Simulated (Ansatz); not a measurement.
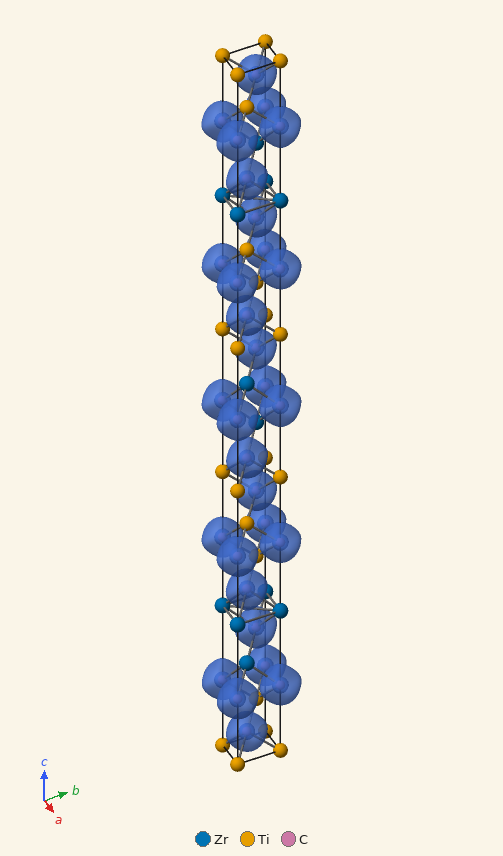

Zr2Ti3C5. Isosurface of the electron localisation function at 0.6 (blue), seen slightly off an axis. Only the valence region is drawn (cores and ρ < 0.01 e/Å³ removed). Sticks mark near contacts.

Space group R-3m; a structure generated by program, which may or may not match a known phase; computed pressure about −11 GPa in this cell; computed without spin polarisation.

Level of theory: DFT LDA, scalar-relativistic, plane waves, PAW in Ansatz 0.2.0.

### Identify the bonds, lone pairs and shells in this picture.

The ELF exceeds this value in 15 regions wrapped around C (the valence shell of each), counted in one cell of 30 atoms. Regions shared between cells count once. Profiles from the grid: Ti–C (2.21 Å): the ELF peaks at about 0.80 in the valence shell of C, 0.7 Å from its nucleus, and is about 0.30 at the midpoint. Zr–C (2.31 Å): the ELF peaks at about 0.80 in the valence shell of C, 0.7 Å from its nucleus, and drops to about 0.25 between the two atoms: no shared electron pair shows on this line.
